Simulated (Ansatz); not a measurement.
# Ag wire along [110], 4 atoms a period: bands by functional and under strain, part 2 of 3

What gap, if any, does the Ag wire along [110], 4 atoms a period have, and how does it change with the functional and under strain?

Ansatz 0.2.0; DFT PBE, plane waves, PAW; relaxation of a wire's period (the session's first sound run).

So far. Step 2 (Relaxing the period): The cell's length comes to 2.785 Å with spin left out.

### 3. The perfect wire

This step: DFT PBE, plane waves, PAW; channels and complex bands of a perfect wire (Ansatz 0.2.0).

At the relaxed period the Bloch states of the perfect wire are found at each energy: those that move forward count the open channels, and those that decay describe how a disturbance dies away inside the wire itself. An energy step of 0.035 eV is under the 0.039 eV that the program asks for its thermal average at 300 K.

input.yaml reads:

```yaml
crystal:
  lattice:
    - [8.875, 0.0, 0.0]
    - [0.0, 11.202, 0.0]
    - [0.0, 0.0, 2.7849033458]
  atoms:
    - { symbol: Ag, position: [0.369807483, 0.673135462, 0.0] }
    - { symbol: Ag, position: [0.384171874, 0.42574641, 0.0] }
    - { symbol: Ag, position: [0.630192517, 0.326841302, 0.5] }
    - { symbol: Ag, position: [0.615828126, 0.574230354, 0.5] }
kpoints:
  mp_grid: { grid: [1, 1, 29] }
  band_path: { path: ["Γ", Z], npoints: 50 }
scf:
  occupations: { method: fermi_dirac, width: 0.05 }
hamiltonian:
  xc: pbe
output:
  transmission:
    e_range: [-2, 2]
    de: 0.035
    kmesh: [1, 1]
    reduced_basis: true
    leads: [[0, 0]]
  dos: { e_range: [-5, 4] }
  write_potential: true
  write_density: true
  volumetric_format: npy
  elf: true
```

Command:

```
> ansatz run input.yaml --threads 8 --pin off --max-ram 16384MiB --backend cpu --events-out ev --progress --plain --runs-dir out
```

Numbers of over 12 decimals in the logs are rounded to 6 here.

The program printed:

```text
[...]
Crystal: 4 atoms, lattice volume = 276.869 Å³
Basis set: ecut = 420 eV, 5469 PW (Γ)
Bands: 46, of which v1, the nominal top of the filled ones, is band 38 counted from 1 (37 counted from 0)
Symmetry: 4 space group operations
[...]
k-points: 15 of 29
[...]
SCF iter   1: F=—  HF=-30359.182984 eV  |F-HF|=—  |Δ(HF+E_count)|=         —  Δρ=1.52e-3  dr2=2.82e-2  ethr=1.77e-3  ⟨swp⟩=7.1  Hψ=2882  notcnv=0  defer=4
[...]
SCF iter   8: F=-30359.181559 eV  HF=-30359.181559 eV  |F-HF|=1.99e-9  |Δ(HF+E_count)|=   1.37e-8  Δρ=1.91e-6  dr2=2.12e-8  ethr=1.32e-10  ⟨swp⟩=10.1  Hψ=1980  notcnv=0
SCF 1 converged in 8 iterations: F = -30359.181559 eV  dr2 = 2.12e-8
[...]
NSCF: frozen V_eff on 51 k-points
transmission: 4 of 24 steps passed
transmission: 8 of 24 steps passed
[...]
transmission: 24 of 24 steps passed
WARN: The output density's exchange-correlation potential varies sharply where the density is thin. Do not read a vacuum level from v_tot or v_xc, or from such a field of the output density. On a cell that repeats whose density bears no net charge and no dipole along the vacuum's axis use v_es (v_loc + v_h of the components); under efield.dipole_correction with no amplitude use v_es + v_field, which holds any externa [...]
SCF converged after 8 iterations
Free energy (F): -30359.181559 eV
[...]
Internal energy: -30359.161903 eV  (E = F + TS)
E sigma→0 (E₀):  -30359.171731 eV
Entropy (-TS):   -0.019657 eV (-4.914 meV/atom)
Fermi energy:    1.243018 eV
[...]
--- Band table (eV; the first three rows and the last of 15) ---
  k-point 0: bands = [... 34 lower, -1.7454, -1.6205, -1.5725, -0.8977, 0.3553, 1.2802, 2.5428, 2.8766, ... 4 higher]
  k-point 1: bands = [... 34 lower, -1.7603, -1.6436, -1.5881, -0.8669, 0.3825, 1.3078, 2.5825, 2.9122, ... 4 higher]
  k-point 2: bands = [... 34 lower, -1.8032, -1.7019, -1.6307, -0.7823, 0.4625, 1.3889, 2.6990, 3.0173, ... 4 higher]
  k-point 14: bands = [... 34 lower, -1.4210, -1.3909, 2.0275, 2.7570, 3.8757, 4.5192, 5.2480, 5.7427, ... 4 higher]
--- Transmission ---
  basis      : 869 plane waves across, 4 finite elements along
  points     : 1, standing for a mesh of 1 x 1
  filling    : by the input's occupations and mesh, since the crystals that have channels conduct as metals do. If one of these is a semiconductor, that mesh has misplaced its level
  energies   : 115 from -2.000000 to 1.990000 eV about the Fermi level, 0.035000 eV apart; the leads are filled to 0.000000 eV, and channels, transmission and decay are at -0.005000 eV
  crystal 0  : Ag4, at the sites [0, 0], period 2.7849 Å: whole cells are its period
    offset         : up to 0.0000 Å between an atom of the period and one for which it stands
    filled         : 1.0 meV over the level at which it is neutral
    channels       : 3.000000e0 a spin
    conductance    : 2.4878e14 S/m² at 300 K; may be off by some 0.0 % by where its bands' edges are placed, 0.2 % from the distance to neutral
```

Elapsed: 68 s, on 8 threads of Arm Neoverse V2, shared host; peak memory 2.4 GiB.

In the SCF lines HF is the Harris–Foulkes energy and dr2 the Hartree energy of the density residual, in eV; the loop may stop once dr2 is under the threshold and the program's other checks hold. Hψ counts applications of the Hamiltonian.

Numbers from this step:

* energy at zero smearing: -30359.1717 eV
* channels at the energy nearest the Fermi level, one spin: 3
* conductance of the lead as this run defines it: 3.192 G₀
* band gap: 0 eV

The open channels of the lead, one spin by energy, zero at the Fermi level:

```
energy (eV)  open channels of the lead, one spin
    -2.0000                                    2
    -1.7550                                    2
    -1.5100                                    2
    -1.2650                                    2
    -0.9850                                    2
    -0.7400                                    3
    -0.4950                                    3
    -0.2500                                    3
    -0.0050                                    3
     0.2400                                    4
     0.4850                                    4
     0.7650                                    4
     1.0100                                    4
     1.2550                                    4
     1.5000                                    5
     1.7450                                    6
```

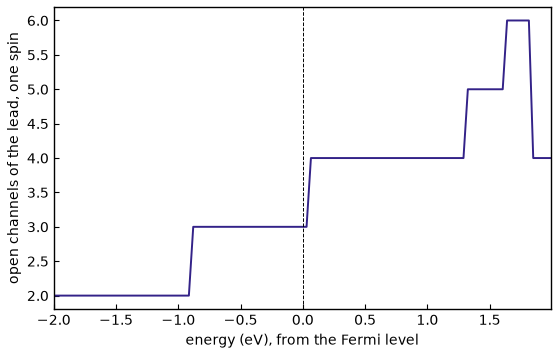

Open channels of the lead, one spin against energy.

The slowest values at each energy, most degenerate partners merged, listed up to 1.5 1/Å. The Im kz of the slowest decaying states by energy, zero at the Fermi level:

```csv
energy (eV),decay 1 (Å⁻¹),decay 2 (Å⁻¹),decay 3 (Å⁻¹),decay 4 (Å⁻¹)
-2.000,0.363,0.388,0.397,0.434
-1.510,0.337,0.419,0.453,0.478
-0.985,0.145,0.400,0.449,0.501
-0.495,0.318,0.429,0.494,0.507
-0.005,0.0954,0.391,0.465,0.474
0.485,0.326,0.406,0.438,0.697
1.010,0.204,0.311,0.381,0.671
1.500,0.149,0.300,0.634,0.786
```

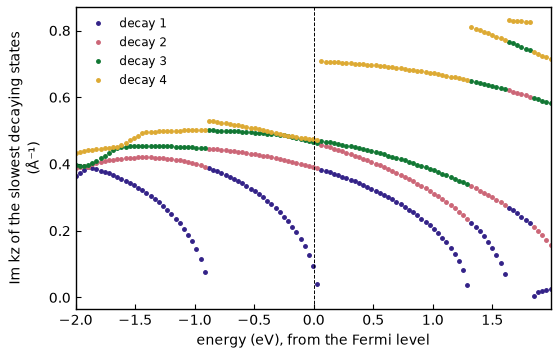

Im kz of the slowest decaying states, plotted against energy.

The electronic bands at the labelled points (eV, zero at the Fermi level):

```csv
point,band 35,band 36,band 37,band 38,band 39,band 40,band 41,band 42
Γ,-2.99,-2.86,-2.82,-2.14,-0.89,0.04,1.30,1.63
Z,-2.64,-2.64,1.16,1.16,2.96,2.96,4.27,4.27
```

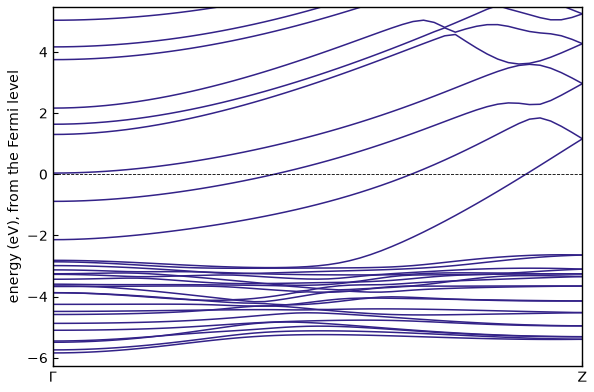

Electronic bands along the path.

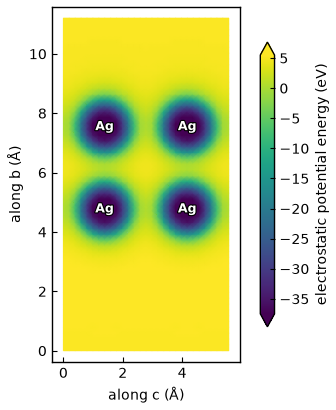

Electrostatic potential energy in the cb plane at fractional x = 0.370, with atoms of Ag within 0.2 Å of it. With pseudopotentials it is smooth inside the atoms' cores, unlike the true potential. The map starts off the cell's origin, so that atoms lie inside it.

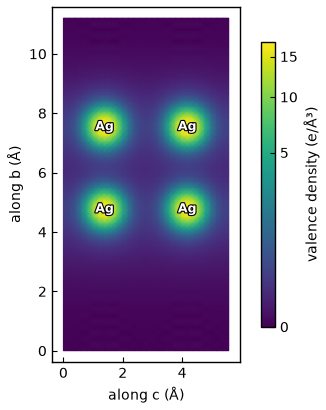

Valence density in the cb plane at fractional x = 0.370, with atoms of Ag within 0.2 Å of it. It is the smooth field of the valence electrons, not physical close to the nuclei. The map starts off the cell's origin, so that atoms lie inside it. The colour scale is stretched toward low values.

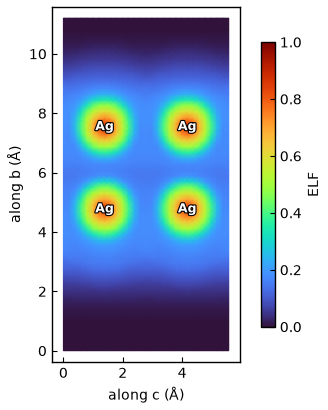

ELF in the cb plane at fractional x = 0.370, with atoms of Ag within 0.2 Å of it. It is the smooth field of the valence electrons, not physical close to the nuclei. The map starts off the cell's origin, so that atoms lie inside it.

By hand: the program gives 2.4878 × 10^14 S/m² over the cell's cross-section of 99.42 Å² = 9.942 × 10^-19 m², so one cell conducts 2.473 × 10^-4 S. Divided by G0 = 2e²/h = 7.748 × 10^-5 S this is 3.19 G0, a resistance of 4.04 kΩ.

At the computed energy nearest the Fermi level there are 3 channels a spin, and the thermal average gives 3.19 G₀.

### 4. Another level of theory, level LDA, cutoff 420 eV

This step: DFT LDA, plane waves, PAW; bands of a perfect wire at the PBE geometry (Ansatz 0.2.0).

The atoms stay at the PBE geometry and the functional changes. At fixed atoms LDA and the gradient-corrected functionals usually give like bands; this run checks that. Against the first PBE run of this kind, the mesh along the wire has 22 points against 29.

input.yaml, the sections that differ from step 3:

```yaml
kpoints:
  mp_grid: { grid: [1, 1, 22] }
  band_path: { path: ["Γ", Z], npoints: 50 }
hamiltonian:
  xc: lda
# crystal, scf: as in step 3
# output: removed
```

The program printed:

```text
[...]
Crystal: 4 atoms, lattice volume = 276.869 Å³
Basis set: ecut = 420 eV, 5469 PW (Γ)
Bands: 46, of which v1, the nominal top of the filled ones, is band 38 counted from 1 (37 counted from 0)
Symmetry: 4 space group operations
[...]
k-points: 12 of 22
[...]
SCF iter   1: F=—  HF=-29828.060319 eV  |F-HF|=—  |Δ(HF+E_count)|=         —  Δρ=6.37e-3  dr2=1.18e-1  ethr=1.77e-3  ⟨swp⟩=7.1  Hψ=2305  notcnv=0  defer=3
[...]
SCF iter   9: F=-29828.029492 eV  HF=-29828.029492 eV  |F-HF|=3.56e-9  |Δ(HF+E_count)|=   1.27e-8  Δρ=1.26e-6  dr2=4.71e-9  ethr=1.32e-10  ⟨swp⟩=2.8  Hψ=1212  notcnv=0
SCF 1 converged in 9 iterations: F = -29828.029492 eV  dr2 = 4.71e-9
[...]
SCF converged after 9 iterations
Free energy (F): -29828.029492 eV
[...]
Internal energy: -29828.015967 eV  (E = F + TS)
E sigma→0 (E₀):  -29828.022730 eV
Entropy (-TS):   -0.013525 eV (-3.381 meV/atom)
Fermi energy:    0.853197 eV
[...]
--- Band table (eV; the first three rows and the last of 12) ---
  k-point 0: bands = [... 34 lower, -2.0746, -1.9403, -1.8931, -1.2952, -0.0647, 0.8895, 2.1770, 2.5393, ... 4 higher]
  k-point 1: bands = [... 34 lower, -2.1009, -1.9803, -1.9209, -1.2419, -0.0175, 0.9369, 2.2469, 2.6030, ... 4 higher]
  k-point 2: bands = [... 34 lower, -2.1735, -2.0688, -1.9918, -1.1039, 0.1187, 1.0740, 2.4482, 2.7887, ... 4 higher]
  k-point 11: bands = [... 34 lower, -1.7267, -1.7267, 1.9707, 1.9707, 3.7671, 3.7671, 5.0696, 5.0696, ... 4 higher]
```

Elapsed: 3.1 s, on 8 threads; peak memory 0.8 GiB; 22 s of CPU time.

This step gave:

| Item | Value |
| --- | --- |
| energy at zero smearing | -29828.0227 eV |

Electronic bands along the path, in eV, zero at the Fermi level:

```csv
point,band 35,band 36,band 37,band 38,band 39,band 40,band 41,band 42
Γ,-2.93,-2.79,-2.75,-2.15,-0.92,0.04,1.32,1.69
Z,-2.58,-2.58,1.12,1.12,2.91,2.91,4.22,4.22
```

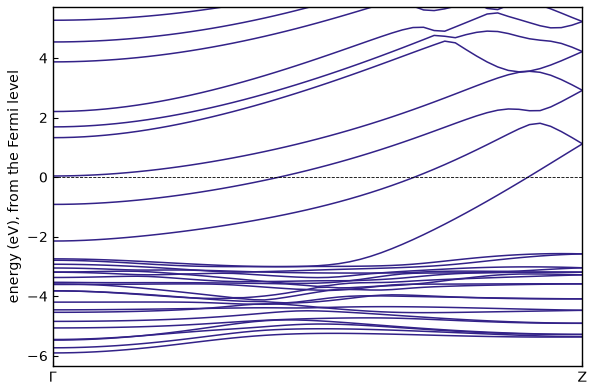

Electronic bands along the path.

Bands cross the Fermi level, as under PBE at the relaxed period.

### 5. Another level of theory, level PBEsol, cutoff 420 eV

This step: DFT PBEsol, plane waves, PAW; bands of a perfect wire at the PBE geometry (Ansatz 0.2.0).

The atoms stay at the PBE geometry and the functional changes. At fixed atoms LDA and the gradient-corrected functionals usually give like bands; this run checks that. Against the first PBE run of this kind, the mesh along the wire has 22 points against 29.

input.yaml, as its differences from that of step 4:

```diff
@@ -16,2 +16,2 @@
 hamiltonian:
-  xc: lda
+  xc: pbesol
```

The program printed:

```text
[...]
Crystal: 4 atoms, lattice volume = 276.869 Å³
Basis set: ecut = 420 eV, 5469 PW (Γ)
Bands: 46, of which v1, the nominal top of the filled ones, is band 38 counted from 1 (37 counted from 0)
Symmetry: 4 space group operations
[...]
k-points: 12 of 22
[...]
--- Band table (eV; the first three rows and the last of 12) ---
  k-point 0: bands = [... 34 lower, -1.8231, -1.6921, -1.6449, -1.0134, 0.2297, 1.1895, 2.4436, 2.8148, ... 4 higher]
  k-point 1: bands = [... 34 lower, -1.8492, -1.7320, -1.6722, -0.9601, 0.2770, 1.2370, 2.5134, 2.8779, ... 4 higher]
  k-point 2: bands = [... 34 lower, -1.9213, -1.8204, -1.7419, -0.8212, 0.4133, 1.3748, 2.7146, 3.0619, ... 4 higher]
  k-point 11: bands = [... 34 lower, -1.4749, -1.4749, 2.2420, 2.2420, 4.0552, 4.0552, 5.3862, 5.3862, ... 4 higher]
[key lines of the parts left out:]
SCF converged after 9 iterations
Free energy (F): -30085.062040 eV
Fermi energy:    1.148330 eV
```

Wall time 3.1 s (8 threads); peak memory 0.82 GiB; 22 s of CPU time.

Bands cross the Fermi level, as under PBE at the relaxed period.

### 6. Another level of theory, level r2SCAN, cutoff 500 eV

This step: DFT r2SCAN, plane waves, PAW; bands of a perfect wire at the PBE geometry (Ansatz 0.2.0).

The atoms stay at the PBE geometry and the functional changes. r2SCAN also reads the kinetic-energy density; it often gives larger moments and wider gaps than PBE, at a higher cost. Against the first PBE run of this kind, the cutoff is 500 eV against 420 and the mesh along the wire has 22 points against 29.

input.yaml, as its differences from that of step 5:

```diff
@@ -16,2 +16,2 @@
 hamiltonian:
-  xc: pbesol
+  xc: r2scan
```

The program printed:

```text
[...]
Crystal: 4 atoms, lattice volume = 276.869 Å³
Basis set: ecut = 500 eV, 6963 PW (Γ), exchange–correlation on 288×360×96 points (64 copies of the dense FFT grid, shifted against one another)
Bands: 46, of which v1, the nominal top of the filled ones, is band 38 counted from 1 (37 counted from 0)
Symmetry: 4 space group operations
[...]
k-points: 12 of 22
[...]
--- Band table (eV; the first three rows and the last of 12) ---
  k-point 0: bands = [... 34 lower, -2.0702, -1.9268, -1.8800, -0.9753, 0.3311, 1.3687, 2.6110, 2.9859, ... 4 higher]
  k-point 1: bands = [... 34 lower, -2.0955, -1.9641, -1.9047, -0.9229, 0.3798, 1.4172, 2.6807, 3.0490, ... 4 higher]
  k-point 2: bands = [... 34 lower, -2.1652, -2.0506, -1.9666, -0.7804, 0.5210, 1.5583, 2.8820, 3.2333, ... 4 higher]
  k-point 11: bands = [... 34 lower, -1.6881, -1.6881, 2.5029, 2.5029, 4.3726, 4.3726, 5.7127, 5.7127, ... 4 higher]
[key lines of the parts left out:]
SCF converged after 9 iterations
Free energy (F): -30412.134591 eV
Fermi energy:    1.327570 eV
```

Run time: 7 s. Hardware: 8 threads; peak memory 1.5 GiB; 53 s of CPU time.

Electronic bands along the path, in eV, zero at the Fermi level:

| point | band 35 | band 36 | band 37 | band 38 | band 39 | band 40 | band 41 | band 42 |
| --- | --- | --- | --- | --- | --- | --- | --- | --- |
| Γ | -3.40 | -3.25 | -3.21 | -2.30 | -1.00 | 0.04 | 1.28 | 1.66 |
| Z | -3.02 | -3.02 | 1.18 | 1.18 | 3.04 | 3.04 | 4.39 | 4.39 |

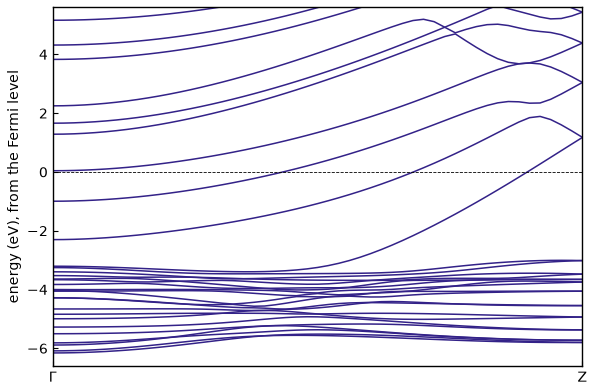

Electronic bands along the path.

Bands cross the Fermi level, as under PBE at the relaxed period.

### 7. Two-component spinors

This step: DFT PBE, plane waves, fully relativistic PAW; bands of a perfect wire with spin-orbit coupling (Ansatz 0.2.0).

Spin-orbit coupling mixes the spins and splits bands that cross or touch without it, so it can open or close channels. Fully relativistic datasets take the place of the scalar ones. Against the first PBE run of this kind, the mesh along the wire has 18 points against 29.

input.yaml, as its differences from that of step 6:

```diff
@@ -11,3 +11,3 @@
 kpoints:
-  mp_grid: { grid: [1, 1, 22] }
+  mp_grid: { grid: [1, 1, 18] }
   band_path: { path: ["Γ", Z], npoints: 50 }
@@ -16,2 +16,6 @@
 hamiltonian:
-  xc: r2scan
+  xc: pbe
+  pseudopotentials: { kind: paw_fr }
+magnetization:
+  noncollinear: true
+  spin_orbit: true
```

The program printed:

```text
[...]
non-collinear run that drives no moment, with spin-orbit: no starting moment large enough to seed its density (crystal.atoms[].spin), no starting occupations that ask for one, no magnetisation constraint and no magnetic field, so the semilocal B_xc is pinned to zero
Crystal: 4 atoms, lattice volume = 276.869 Å³
Basis set: ecut = 420 eV, 5469 PW (Γ)
Bands: 92, of which v1, the nominal top of the filled ones, is band 76 counted from 1 (75 counted from 0)
Symmetry: 4 space group operations + 4 with time reversal
[...]
k-points: 10 of 18
Projection manifold: j_resolved (fully-relativistic pseudo-atomic orbitals)
[...]
SCF iter   1: F=—  HF=-30369.147787 eV  |F-HF|=—  |Δ(HF+E_count)|=         —  Δρ=2.33e-2  dr2=2.32e0  dr2_m=0.00e0 (ungated)  ethr=3.00e-3  |M|=0.00e0 ∫|m|=0.00e0 μB  |m|>n=0.0e0 m-floor=0.0e0 τ_xc=0.0e0  β_m=1.00  ⟨swp⟩=2.7  Hψ=3080  notcnv=0
[...]
spin=Noncollinear: LDOS preconditioning applied to the charge; magnetization (m_x, m_y, m_z) channels mix plain (no charge-response kernel on spin).
SCF iter   2: F=—  HF=-30369.653997 eV  |F-HF|=—  |Δ(HF+E_count)|=   5.06e-1  Δρ=3.50e-2  dr2=3.97e0  dr2_m=0.00e0 (ungated)  ethr=3.00e-3  |M|=0.00e0 ∫|m|=0.00e0 μB  |m|>n=0.0e0 m-floor=0.0e0 τ_xc=0.0e0  β_m=0.53  ⟨swp⟩=3.7  Hψ=1092  notcnv=0
[...]
SCF iter  10: F=-30368.554718 eV  HF=-30368.554718 eV  |F-HF|=3.23e-8  |Δ(HF+E_count)|=   2.14e-9  Δρ=2.85e-6  dr2=5.57e-8  dr2_m=0.00e0 (ungated)  ethr=1.32e-10  |M|=0.00e0 ∫|m|=0.00e0 μB  |m|>n=0.0e0 m-floor=0.0e0 τ_xc=0.0e0  ⟨swp⟩=9.3  Hψ=1805  notcnv=0
SCF 1 converged in 10 iterations: F = -30368.554718 eV  dr2 = 5.57e-8
[...]
SCF converged after 10 iterations
Magnetization: |M| = 0.0000 μB,  M = (+0.0000, +0.0000, +0.0000) μB
Absolute magnetization: 0.0000 μB (∫|m|)
  site 0: m = (+0.0000, +0.0000, +0.0000) μB, |m| = 0.0000 μB  (R = 1.14 Å)
  site 1: m = (+0.0000, +0.0000, +0.0000) μB, |m| = 0.0000 μB  (R = 1.14 Å)
  site 2: m = (+0.0000, +0.0000, +0.0000) μB, |m| = 0.0000 μB  (R = 1.14 Å)
  site 3: m = (+0.0000, +0.0000, +0.0000) μB, |m| = 0.0000 μB  (R = 1.14 Å)
Free energy (F): -30368.554718 eV
[...]
Internal energy: -30368.531149 eV  (E = F + TS)
E sigma→0 (E₀):  -30368.542934 eV
Entropy (-TS):   -0.023569 eV (-5.892 meV/atom)
Fermi energy:    1.232003 eV
[...]
--- Band table (eV; the first three rows and the last of 10) ---
  k-point 0: bands = [... 72 lower, -1.4683, -1.4683, -0.8622, -0.8622, 0.3620, 0.3620, 1.2969, 1.2969, ... 12 higher]
  k-point 1: bands = [... 72 lower, -1.5028, -1.5028, -0.7871, -0.7871, 0.4320, 0.4320, 1.3679, 1.3679, ... 12 higher]
  k-point 2: bands = [... 72 lower, -1.5916, -1.5916, -0.5945, -0.5945, 0.6316, 0.6316, 1.5712, 1.5712, ... 12 higher]
  k-point 9: bands = [... 72 lower, 2.4165, 2.4165, 2.4165, 2.4165, 4.2188, 4.2188, 4.2188, 4.2188, ... 12 higher]
```

The job ended after 39 s (8 threads; peak memory 2.9 GiB; 5 min of CPU time).

This step gave:

```yaml
energy_at_zero_smearing: -30368.5429 eV
```

Electronic bands along the path, in eV, zero at the Fermi level:

| point | band 73 | band 74 | band 75 | band 76 | band 77 | band 78 | band 79 | band 80 |
| --- | --- | --- | --- | --- | --- | --- | --- | --- |
| Γ | -2.70 | -2.70 | -2.09 | -2.09 | -0.87 | -0.87 | 0.06 | 0.06 |
| Z | 1.18 | 1.18 | 1.18 | 1.18 | 2.99 | 2.99 | 2.99 | 2.99 |

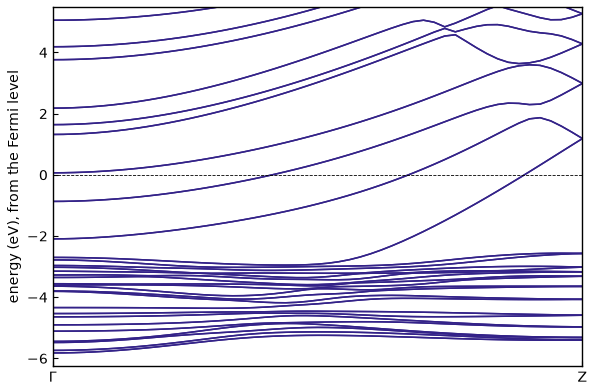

Electronic bands along the path.

Bands cross the Fermi level, as under PBE at the relaxed period, with no moment.

(Continued in part 3 of 3.)

[Logs are printed without paths, hosts, clocks, repeated set-up lines and the standing remarks that a program may print on its own settings, such as how far it seeks lower states.]

[Hosts, paths, dates, database ids (printed as entryN), source tags and the programs' standing remarks are cut or masked in the printed files.]
